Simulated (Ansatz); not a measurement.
Nudged elastic band of AlTiH₃Cl₄O

AlTiH₃Cl₄O, computed with RKS PBE/def2-SVP (Ansatz 0.2.0).

It belongs to a series of runs on one base structure; here: band between the two ends. Figures and captions count atoms from 1; the log counts them from 0 in places.

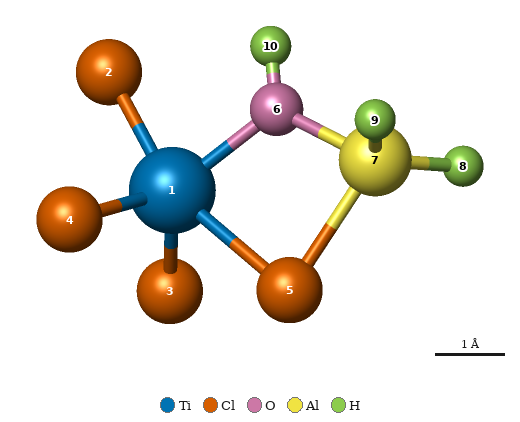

*The input geometry (ball-and-stick view, seen at a tilt; atoms are numbered from 1 in the order of the input). Sticks mark near contacts.*

Bond lengths as drawn: Al–Cl 2.29 Å, Al–H 1.59 to 1.60 Å, Al–O 1.89 Å, Cl–Ti 2.18 to 2.58 Å, H–O 0.98 Å and O–Ti 1.97 Å.

## Input
```yaml
crystal:
  periodic: [false, false, false]
  atoms:
    - { symbol: Ti, position_ang: [-0.264724, 0.269949, 0.26897] }
    - { symbol: Cl, position_ang: [0.235019, 0.876518, 2.342303] }
    - { symbol: Cl, position_ang: [1.504955, -0.904588, -0.227351] }
    - { symbol: Cl, position_ang: [-0.25527, 2.202151, -0.735464] }
    - { symbol: Cl, position_ang: [-1.4893, -0.79804, -1.731115] }
    - { symbol: O, position_ang: [-1.939556, -0.478033, 0.99956] }
    - { symbol: Al, position_ang: [-3.129239, -1.303366, -0.220618] }
    - { symbol: H, position_ang: [-3.184381, -2.871393, 0.065378] }
    - { symbol: H, position_ang: [-4.407564, -0.372906, -0.431501] }
    - { symbol: H, position_ang: [-2.076342, -0.358492, 1.959335] }
basis:
  gaussian: { orbitals: def2-SVP }
hamiltonian:
  xc: pbe
neb:
  order_check: false
  images: 5
  f_tol: 0.05
  max_iterations: 60
  final_atoms:
    - { symbol: Ti, position_ang: [-0.55940097, 0.05339573, -0.14552352] }
    - { symbol: Cl, position_ang: [0.04370602, 0.8716866, 2.65928941] }
    - { symbol: Cl, position_ang: [1.28701721, -1.13246916, 0.02856894] }
    - { symbol: Cl, position_ang: [-0.47671384, 2.21198102, -0.56896127] }
    - { symbol: Cl, position_ang: [-1.55943268, -0.82199145, -2.0971989] }
    - { symbol: O, position_ang: [-1.91723057, -0.49836971, 0.76792575] }
    - { symbol: Al, position_ang: [-3.15504643, -1.34438864, -0.33073335] }
    - { symbol: H, position_ang: [-3.12235673, -2.92622706, -0.16152899] }
    - { symbol: H, position_ang: [-4.43058782, -0.43386489, -0.6061325] }
    - { symbol: H, position_ang: [-1.11635619, 0.28204756, 2.74379142] }
  initial_path:
    images:
      - { positions_ang: [[-0.264724, 0.269949, 0.26897], [0.235019, 0.876518, 2.342303], [1.504955, -0.904588, -0.227351], [-0.25527, 2.202151, -0.735464], [-1.4893, -0.79804, -1.731115], [-1.939556, -0.478033, 0.99956], [-3.129239, -1.303366, -0.220618], [-3.184381, -2.871393, 0.065378], [-4.407564, -0.372906, -0.431501], [-2.076342, -0.358492, 1.959335]] }
      - { positions_ang: [[-0.16887823, 0.15952062, 0.20237668], [0.11672941, 0.59409185, 2.48951385], [1.76813004, -0.65870865, -0.35111233], [-0.49611764, 2.09597317, -0.76998056], [-1.36678407, -1.19189281, -1.39330474], [-1.9984508, -0.30643649, 0.88466077], [-3.22804539, -1.17011176, -0.18036544], [-3.18546509, -2.71217705, -0.12165438], [-4.5420911, -0.32786629, -0.40950515], [-1.90542913, -0.22059259, 1.9388683]] }
      - { positions_ang: [[-0.07303246, 0.04909224, 0.13578335], [-0.00156019, 0.3116657, 2.6367247], [2.03130508, -0.4128293, -0.47487365], [-0.73696528, 1.98979534, -0.80449712], [-1.24426814, -1.58574563, -1.05549447], [-2.05734559, -0.13483998, 0.76976153], [-3.32685179, -1.03685751, -0.14011288], [-3.18654917, -2.5529611, -0.30868677], [-4.67661819, -0.28282658, -0.3875093], [-1.73451627, -0.08269318, 1.9184016]] }
      - { positions_ang: [[0.02281331, -0.06133614, 0.06919003], [-0.11984978, 0.02923955, 2.78393556], [2.29448013, -0.16694995, -0.59863498], [-0.97781292, 1.88361751, -0.83901368], [-1.12175221, -1.97959844, -0.71768421], [-2.11624039, 0.03675653, 0.6548623], [-3.42565818, -0.90360327, -0.09986032], [-3.18763326, -2.39374514, -0.49571915], [-4.81114529, -0.23778687, -0.36551345], [-1.5636034, 0.05520623, 1.89793491]] }
      - { positions_ang: [[-0.17125812, -0.02309218, -0.00238115], [-0.06533118, 0.31005523, 2.74238684], [1.95865915, -0.48878969, -0.38956701], [-0.81077989, 1.99307201, -0.74899621], [-1.2676457, -1.59372944, -1.17752244], [-2.04990378, -0.14161888, 0.69255012], [-3.33545427, -1.05053173, -0.17681799], [-3.16587441, -2.57123911, -0.38432243], [-4.6842928, -0.30314621, -0.4457198], [-1.414521, 0.13082001, 2.17988708]] }
      - { positions_ang: [[-0.36532955, 0.01515178, -0.07395234], [-0.01081258, 0.59087091, 2.70083813], [1.62283818, -0.81062942, -0.18049903], [-0.64374687, 2.10252652, -0.65897874], [-1.41353919, -1.20786045, -1.63736067], [-1.98356717, -0.3199943, 0.73023793], [-3.24525035, -1.19746019, -0.25377567], [-3.14411557, -2.74873309, -0.27292571], [-4.55744031, -0.36850555, -0.52592615], [-1.26543859, 0.20643378, 2.46183925]] }
      - { positions_ang: [[-0.55940097, 0.05339573, -0.14552352], [0.04370602, 0.8716866, 2.65928941], [1.28701721, -1.13246916, 0.02856894], [-0.47671384, 2.21198102, -0.56896127], [-1.55943268, -0.82199145, -2.0971989], [-1.91723057, -0.49836971, 0.76792575], [-3.15504643, -1.34438864, -0.33073335], [-3.12235673, -2.92622706, -0.16152899], [-4.43058782, -0.43386489, -0.6061325], [-1.11635619, 0.28204756, 2.74379142]] }
```

Run on 4 threads of Arm Neoverse V2, 24 GiB of memory available, shared host.

Launched with:
```bash
ansatz run input.yaml --threads 4 --pin off --max-ram 5120MiB --backend cpu --events-out ev --progress --plain --runs-dir out
```

## The program's output
```
Engine: ansatz 0.2.0, aarch64-unknown-linux-gnu
Functional definition: PBE
  parameter kappa = 0.804
  parameter beta = 0.06672455060314922
  exchange = pbe_x(kappa = kappa, mu = beta*pi^2/3)
  correlation = pbe_c(beta = beta)
1670 factors; their error is unknown
mean field evaluation 1: about -81847.9711 eV, gradient 5.6e1 eV
mean field evaluation 2: about -81724.0838 eV, gradient 2.3e2 eV
mean field evaluation 4: about -81799.7611 eV, gradient 1.8e2 eV
mean field evaluation 8: about -81853.8468 eV, gradient 8.5e-2 eV
mean field -81853.76729098 eV, -3008.0704654672 hartree, gradient 2.1e-5 eV, S^2 0.000000; 0 other end points of the search recorded, 0 dependent functions left out
the calculation of the forces begins
reference -81853.76739015 eV, -3008.0704691119 hartree; 57, 57 occupied and 93, 93 virtual orbitals, 1670 factors
1670 factors; their error is unknown
mean field evaluation 16: about -81841.9540 eV, gradient 6.5e1 eV
mean field -81852.99913430 eV, -3008.0422362301 hartree, gradient 9.9e-6 eV, S^2 0.000000; 0 other end points of the search recorded, 0 dependent functions left out
[... from here on the field's lines of each further geometry are left out, up to the last ...]
NEB iter   1: max|band force component| = 4.629e0 eV/Å  barrier→ = 4.4128 eV  barrier← = 3.6447 eV  Δτ_max = 0.2000 Å  (483 SCF iters)
NEB iter   2: max|band force component| = 2.829e0 eV/Å  barrier→ = 2.8601 eV  barrier← = 2.0920 eV  Δτ_max = 0.2000 Å  (195 SCF iters)
NEB iter   3: max|band force component| = 2.751e0 eV/Å  barrier→ = 2.0160 eV  barrier← = 1.2478 eV  Δτ_max = 0.1925 Å  (183 SCF iters)
NEB iter   4: max|band force component| = 1.431e0 eV/Å  barrier→ = 1.4560 eV  barrier← = 0.6878 eV  Δτ_max = 0.1934 Å  (173 SCF iters)
NEB iter   5: max|band force component| = 1.189e0 eV/Å  barrier→ = 1.2428 eV  barrier← = 0.4747 eV  Δτ_max = 0.1981 Å  (176 SCF iters)
NEB iter   6: max|band force component| = 3.124e0 eV/Å  barrier→ = 1.1284 eV  barrier← = 0.3602 eV  Δτ_max = 0.1000 Å  (179 SCF iters)
NEB iter   7: max|band force component| = 8.785e-1 eV/Å  barrier→ = 1.0627 eV  barrier← = 0.2946 eV  Δτ_max = 0.1986 Å  (169 SCF iters)
NEB iter   8: max|band force component| = 1.028e0 eV/Å  barrier→ = 0.8940 eV  barrier← = 0.1258 eV  Δτ_max = 0.0970 Å  (191 SCF iters)
NEB iter   9: max|band force component| = 1.324e0 eV/Å  barrier→ = 0.8894 eV  barrier← = 0.1212 eV  Δτ_max = 0.2000 Å  (172 SCF iters)
NEB iter  10: max|band force component| = 9.123e-1 eV/Å  barrier→ = 0.8567 eV  barrier← = 0.0885 eV  Δτ_max = 0.2000 Å  (191 SCF iters)
NEB iter  11: max|band force component| = 7.313e-1 eV/Å  barrier→ = 0.8487 eV  barrier← = 0.0805 eV  Δτ_max = 0.1999 Å  (193 SCF iters)
NEB iter  12: max|band force component| = 5.614e-1 eV/Å  barrier→ = 0.8344 eV  barrier← = 0.0662 eV  Δτ_max = 0.1888 Å  (186 SCF iters)
NEB iter  13: max|band force component| = 5.288e-1 eV/Å  barrier→ = 0.8315 eV  barrier← = 0.0634 eV  Δτ_max = 0.2000 Å  (187 SCF iters)
NEB iter  14: max|band force component| = 1.083e0 eV/Å  barrier→ = 0.8992 eV  barrier← = 0.1310 eV  Δτ_max = 0.0913 Å  (188 SCF iters)
NEB iter  15: max|band force component| = 9.045e-1 eV/Å  barrier→ = 0.9292 eV  barrier← = 0.1611 eV  Δτ_max = 0.0988 Å  (168 SCF iters)
NEB iter  16: max|band force component| = 8.644e-1 eV/Å  barrier→ = 0.9421 eV  barrier← = 0.1739 eV  Δτ_max = 0.0989 Å  (176 SCF iters)
NEB iter  17: max|band force component| = 7.805e-1 eV/Å  barrier→ = 0.9412 eV  barrier← = 0.1730 eV  Δτ_max = 0.2000 Å  (176 SCF iters)
NEB iter  18: max|band force component| = 9.169e-1 eV/Å  barrier→ = 0.9583 eV  barrier← = 0.1901 eV  Δτ_max = 0.1000 Å  (186 SCF iters)
NEB iter  19: max|band force component| = 3.412e-1 eV/Å  barrier→ = 0.8867 eV  barrier← = 0.1185 eV  CI = image 4  Δτ_max = 0.1709 Å  (168 SCF iters)
NEB iter  20: max|band force component| = 3.639e-1 eV/Å  barrier→ = 0.9424 eV  barrier← = 0.1743 eV  CI = image 4  Δτ_max = 0.0847 Å  (179 SCF iters)
NEB iter  21: max|band force component| = 3.159e-1 eV/Å  barrier→ = 0.9267 eV  barrier← = 0.1586 eV  CI = image 4  Δτ_max = 0.0425 Å  (168 SCF iters)
NEB iter  22: max|band force component| = 1.611e-1 eV/Å  barrier→ = 0.9260 eV  barrier← = 0.1579 eV  CI = image 4  Δτ_max = 0.0200 Å  (171 SCF iters)
NEB iter  23: max|band force component| = 1.031e-1 eV/Å  barrier→ = 0.9240 eV  barrier← = 0.1559 eV  CI = image 4  Δτ_max = 0.0428 Å  (162 SCF iters)
NEB iter  24: max|band force component| = 8.721e-2 eV/Å  barrier→ = 0.9198 eV  barrier← = 0.1516 eV  CI = image 4  Δτ_max = 0.0428 Å  (167 SCF iters)
NEB iter  25: max|band force component| = 9.081e-2 eV/Å  barrier→ = 0.9182 eV  barrier← = 0.1501 eV  CI = image 4  Δτ_max = 0.0213 Å  (168 SCF iters)
NEB iter  26: max|band force component| = 6.629e-2 eV/Å  barrier→ = 0.9175 eV  barrier← = 0.1493 eV  CI = image 4  Δτ_max = 0.0213 Å  (171 SCF iters)
NEB iter  27: max|band force component| = 5.144e-2 eV/Å  barrier→ = 0.9169 eV  barrier← = 0.1488 eV  CI = image 4  Δτ_max = 0.0213 Å  (172 SCF iters)
the calculation of the forces begins
reference -81852.96770743 eV, -3008.0410813137 hartree; 57, 57 occupied and 93, 93 virtual orbitals, 1670 factors
1670 factors; their error is unknown
mean field -81852.85081147 eV, -3008.0367854664 hartree, gradient 9.8e-6 eV, S^2 0.000000; 1 other end points of the search recorded, 0 dependent functions left out
the calculation of the forces begins
reference -81852.85090795 eV, -3008.0367890119 hartree; 57, 57 occupied and 93, 93 virtual orbitals, 1670 factors
NEB iter  28: max|band force component| = 4.524e-2 eV/Å  barrier→ = 0.9165 eV  barrier← = 0.1483 eV  CI = image 4  Δτ_max = 0.0000 Å  (318 SCF iters)
```

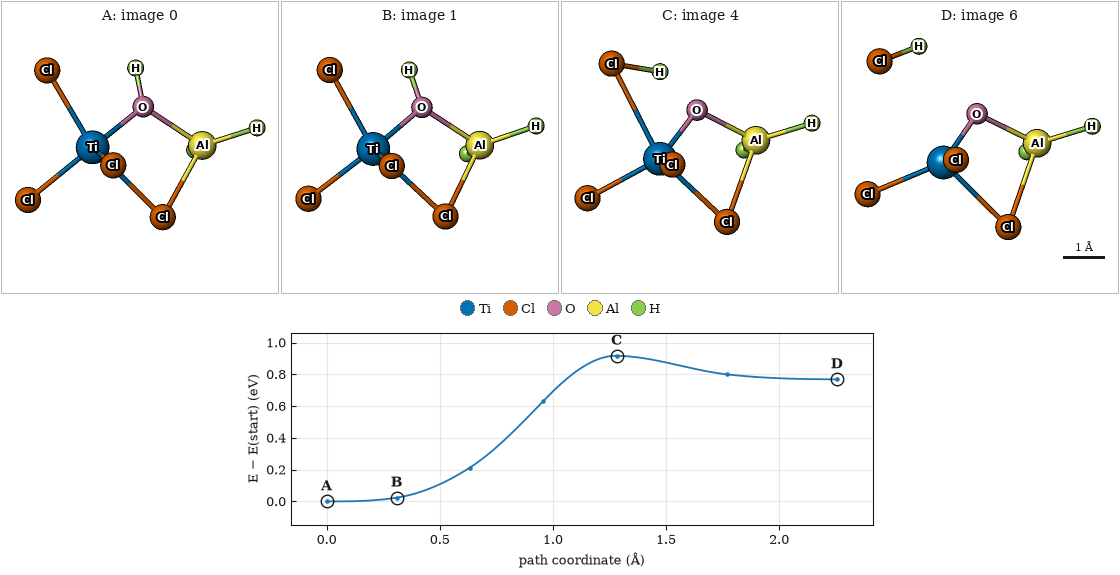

*Images of the last band (counted from 0; ball-and-stick, seen at a tilt) above the energy along the path; the line is a cubic interpolation that uses the forces.*

The highest image is number 4, 0.916 eV above the start and 0.148 eV above the end (the climbing image); the end lies 0.768 eV above the start. The path is 2.25 Å long. The band converged in 28 iterations.

```
Total energy: -81852.85090795 eV, -3008.0367890119 hartree
Atom 0 at    -0.451890     0.126937    -0.004083 Å, force    -0.001193    -0.000828     0.000841 eV/Å
Atom 1 at    -0.192529     0.809987     2.532403 Å, force    -0.003333    -0.002537    -0.010356 eV/Å
Atom 2 at     1.372410    -1.073602     0.013734 Å, force     0.003900     0.000826    -0.001600 eV/Å
Atom 3 at    -0.251012     2.189773    -0.695317 Å, force    -0.002794     0.000942     0.002020 eV/Å
Atom 4 at    -1.531674    -0.824353    -1.906224 Å, force    -0.002478    -0.006313     0.004469 eV/Å
Atom 5 at    -1.922814    -0.424360     0.904256 Å, force     0.009070     0.003157     0.013644 eV/Å
Atom 6 at    -3.143051    -1.318561    -0.166635 Å, force    -0.008488    -0.008970    -0.032989 eV/Å
Atom 7 at    -3.094735    -2.893643     0.054519 Å, force    -0.002973     0.002284     0.001384 eV/Å
Atom 8 at    -4.427165    -0.434080    -0.482785 Å, force    -0.001811     0.001376     0.001702 eV/Å
Atom 9 at    -1.363942     0.103704     2.039629 Å, force     0.010100     0.010064     0.020886 eV/Å
Dipole moment:    -0.029139    -0.005843     0.036961 e Å
this run last wrote the band of iteration 28 to [file]
```

## The last band as extended XYZ (Å, eV, eV/Å)
```
10
Properties=species:S:1:pos:R:3:forces:R:3 image=0 energy=-81853.76729
Ti   -0.2647    0.2699    0.2690    0.0092  -0.0052  -0.0076
Cl    0.2350    0.8765    2.3423   -0.0021   0.0034   0.0043
Cl    1.5050   -0.9046   -0.2274   -0.0050   0.0023   0.0025
Cl   -0.2553    2.2022   -0.7355    0.0032  -0.0021  -0.0041
Cl   -1.4893   -0.7980   -1.7311   -0.0019   0.0069  -0.0045
O    -1.9396   -0.4780    0.9996   -0.0163  -0.0019   0.0268
Al   -3.1292   -1.3034   -0.2206   -0.0011  -0.0013  -0.0009
H    -3.1844   -2.8714    0.0654   -0.0010   0.0047  -0.0042
H    -4.4076   -0.3729   -0.4315    0.0045  -0.0076   0.0010
H    -2.0763   -0.3585    1.9593    0.0105   0.0007  -0.0133
10
Properties=species:S:1:pos:R:3:forces:R:3 image=1 energy=-81853.74399
Ti   -0.2759    0.2682    0.2308    0.0339   0.0220   0.0551
Cl    0.1452    0.8793    2.3374    0.0991   0.0506  -0.0264
Cl    1.4300   -1.0355   -0.1379    0.0129   0.0280  -0.0556
Cl   -0.1453    2.2050   -0.7603    0.0334  -0.0181  -0.0420
Cl   -1.5528   -0.7167   -1.7547    0.0395   0.0184   0.0275
O    -1.9491   -0.4402    0.9815   -0.0035  -0.0008  -0.0026
Al   -3.1392   -1.3084   -0.2003    0.0227   0.0094  -0.0178
H    -3.1004   -2.8822    0.0460   -0.0197   0.0017   0.0160
H    -4.4536   -0.4305   -0.3980   -0.0148  -0.0076   0.0170
H    -1.9652   -0.2771    1.9449   -0.2035  -0.1037   0.0288
10
Properties=species:S:1:pos:R:3:forces:R:3 image=2 energy=-81853.55436
Ti   -0.3048    0.2302    0.1737    0.1876   0.1431   0.2509
Cl    0.0020    0.8534    2.3720    0.3168   0.1139  -0.2330
Cl    1.4170   -1.0787   -0.0472    0.0780   0.0297  -0.1077
Cl   -0.1856    2.1936   -0.7531    0.0853   0.0104  -0.1011
Cl   -1.5321   -0.7877   -1.7745    0.0362   0.0543   0.1956
O    -1.9518   -0.4223    0.9738   -0.0323  -0.0163  -0.0159
Al   -3.1463   -1.3054   -0.1718    0.0027  -0.0114  -0.0755
H    -3.1169   -2.8777    0.0719   -0.0210   0.0042   0.0448
H    -4.4323   -0.4134   -0.4577   -0.0200  -0.0022   0.0457
H    -1.7555   -0.1302    1.9024   -0.6334  -0.3257  -0.0038
10
Properties=species:S:1:pos:R:3:forces:R:3 image=3 energy=-81853.13614
Ti   -0.3675    0.1654    0.0836    0.3672   0.2891   0.4150
Cl   -0.1332    0.8811    2.4344    0.3696   0.0884  -0.3826
Cl    1.3867   -1.1134    0.0548    0.0988   0.0077  -0.0998
Cl   -0.1881    2.1506   -0.7779    0.0832   0.0296  -0.1037
Cl   -1.5121   -0.8728   -1.8256   -0.0053   0.0739   0.3267
O    -1.9460   -0.3888    0.9698   -0.0732   0.0587   0.3712
Al   -3.1454   -1.3043   -0.1495    0.0243   0.0165   0.0206
H    -3.1238   -2.8731    0.1164    0.0013   0.0222   0.0429
H    -4.4152   -0.4176   -0.5127    0.0047   0.0121   0.0466
H    -1.5617    0.0348    1.8963   -0.8706  -0.5982  -0.6368
10
Properties=species:S:1:pos:R:3:forces:R:3 image=4 energy=-81852.85081
Ti   -0.4519    0.1269   -0.0041   -0.0012  -0.0008   0.0008
Cl   -0.1925    0.8100    2.5324   -0.0033  -0.0025  -0.0104
Cl    1.3724   -1.0736    0.0137    0.0039   0.0008  -0.0016
Cl   -0.2510    2.1898   -0.6953   -0.0028   0.0009   0.0020
Cl   -1.5317   -0.8244   -1.9062   -0.0025  -0.0063   0.0045
O    -1.9228   -0.4244    0.9043    0.0091   0.0032   0.0136
Al   -3.1431   -1.3186   -0.1666   -0.0085  -0.0090  -0.0330
H    -3.0947   -2.8936    0.0545   -0.0030   0.0023   0.0014
H    -4.4272   -0.4341   -0.4828   -0.0018   0.0014   0.0017
H    -1.3639    0.1037    2.0396    0.0101   0.0101   0.0209
10
Properties=species:S:1:pos:R:3:forces:R:3 image=5 energy=-81852.96761
Ti   -0.5240    0.0822   -0.1246   -0.0276  -0.0168  -0.0407
Cl   -0.0951    0.8251    2.6677    0.0139   0.0175   0.0350
Cl    1.3295   -1.0854    0.0133   -0.0174  -0.0185   0.0094
Cl   -0.3711    2.2182   -0.6084   -0.0288  -0.0011   0.0138
Cl   -1.5684   -0.8129   -2.0376   -0.0014  -0.0194  -0.0394
O    -1.8982   -0.4576    0.8092    0.0125  -0.0034  -0.0302
Al   -3.1451   -1.3374   -0.2412   -0.0035  -0.0026  -0.0343
H    -3.0842   -2.9146   -0.0437   -0.0042  -0.0021  -0.0144
H    -4.4334   -0.4450   -0.5129   -0.0028  -0.0035  -0.0124
H    -1.2165    0.1893    2.3679    0.0594   0.0500   0.1133
10
Properties=species:S:1:pos:R:3:forces:R:3 image=6 energy=-81852.99913
Ti   -0.5594    0.0534   -0.1455   -0.0135  -0.0057   0.0078
Cl    0.0437    0.8717    2.6593    0.0001   0.0010  -0.0002
Cl    1.2870   -1.1325    0.0286    0.0022  -0.0013  -0.0003
Cl   -0.4767    2.2120   -0.5690    0.0010   0.0026  -0.0006
Cl   -1.5594   -0.8220   -2.0972   -0.0024  -0.0010   0.0018
O    -1.9172   -0.4984    0.7679    0.0111   0.0042  -0.0110
Al   -3.1550   -1.3444   -0.3307   -0.0017  -0.0010  -0.0001
H    -3.1224   -2.9262   -0.1615    0.0003   0.0029  -0.0013
H    -4.4306   -0.4339   -0.6061    0.0023  -0.0018  -0.0006
H    -1.1164    0.2820    2.7438    0.0005   0.0003   0.0045
```

## Results in brief

- outcome: converged
- barrier, forward: 0.916 eV
- barrier, backward: 0.148 eV
- wall time: 6.4 min (CPU time 25 min)
- peak memory: 0.29 GiB

## Notes

The order of the saddle point was not checked.
